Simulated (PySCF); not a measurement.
**C₈H₁₄FP: density, localisation and related maps**

Input file:

```
{"job": {"kind": "nmr", "xc": "PBE0", "basis": "pcSseg-1"}, "charge": 0, "multiplicity": 1}
C      3.863969     0.702582    -0.262506
C      2.889892    -0.191007    -0.325707
P      1.490449    -0.208654     0.848325
C      0.445120    -1.499674     0.009883
C     -0.999766    -1.368430     0.481858
C     -1.647561    -0.062420     0.014110
C     -3.116678    -0.012330     0.429733
C     -0.902249     1.155550     0.572901
F     -0.919893     1.106488     1.956030
C      0.548093     1.234893     0.120953
H      3.862249     1.486988     0.477142
H      4.698624     0.695973    -0.945927
H      2.922578    -0.993989    -1.052645
H      0.504480    -1.390616    -1.078569
H      0.836016    -2.484573     0.279904
H     -1.589530    -2.207418     0.102596
H     -1.029936    -1.404580     1.573624
H     -1.583529    -0.001941    -1.078765
H     -3.592055     0.890907     0.052800
H     -3.651507    -0.873753     0.037185
H     -3.196776    -0.017953     1.514107
H     -1.442311     2.076417     0.306151
H      0.600483     1.227165    -0.970152
H      0.998103     2.160137     0.487349
```

Run with:

```sh
OMP_NUM_THREADS=1 python probes_run.py task.json out
```

Geometry: GFN2-xTB.

The calculation used PBE0/pcSseg-1, SCF density, gas phase, non-relativistic in PySCF 2.14.0.

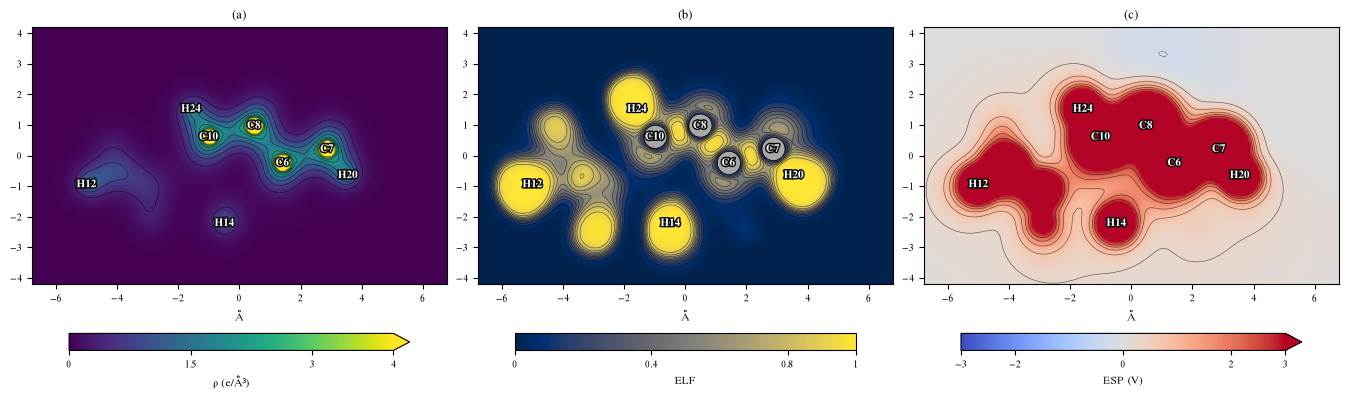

Figure 1. (a) total electron density; (b) electron localisation function; (c) molecular electrostatic potential on the plane of atoms C6, C7 and H20. Grey discs cover the atomic cores in the ELF map.

> Interpret the plot.

- Atoms in the plane: C and H.
- C–H (1.09 Å): the density is about 2 e/Å³ at the midpoint; the ELF climbs to about 1 towards the hydrogen, as it does in any bond to H; a covalent bond by its length.
- C–C (1.52 Å): the density is about 1.7 e/Å³ at the midpoint; the ELF peaks at about 0.95 between the atoms; a covalent bond.
- The potential has no marked negative region in this plane.

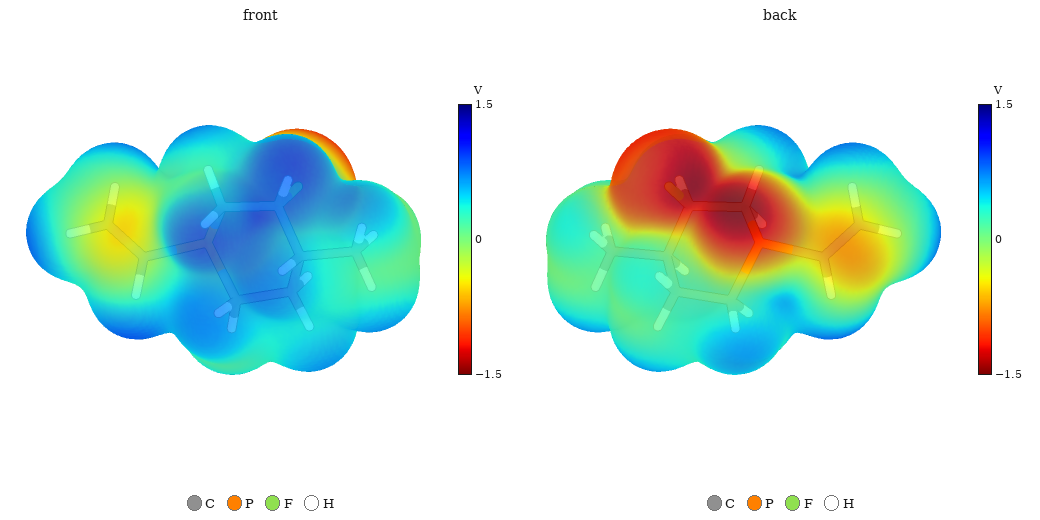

Figure 2. The electrostatic potential painted on the density surface at 0.002 e/bohr³, seen from the front and from behind; the colour scale runs from red (negative) to blue (positive).

> Describe the electrostatic potential map.

The most negative region (about −1.4 V) lies over P3 and F9, the most positive (about +0.8 V) over C8, H13, H22 and H23.

> What dipole moment does the calculation give?

Its dipole moment is 2.71 D.

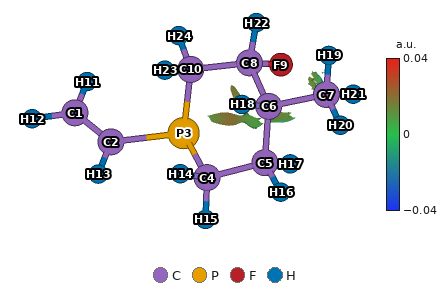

Figure 3. Non-covalent interaction (NCI) plot: the surface where the reduced density gradient is 0.5, for densities under 0.05 a.u., coloured by sign(λ₂)ρ; seen at a tilt.

> Identify the weak interactions.

Between F9 and C8 on one side and P3 and C10 on the other: a weak contact (green); near H21, F9 and C7: mostly steric crowding (olive to red); near H17, F9 and C5: mostly steric crowding (olive to red); inside the ring or cage of P3, C4, C5, C6, C8 and C10: steric crowding (red).
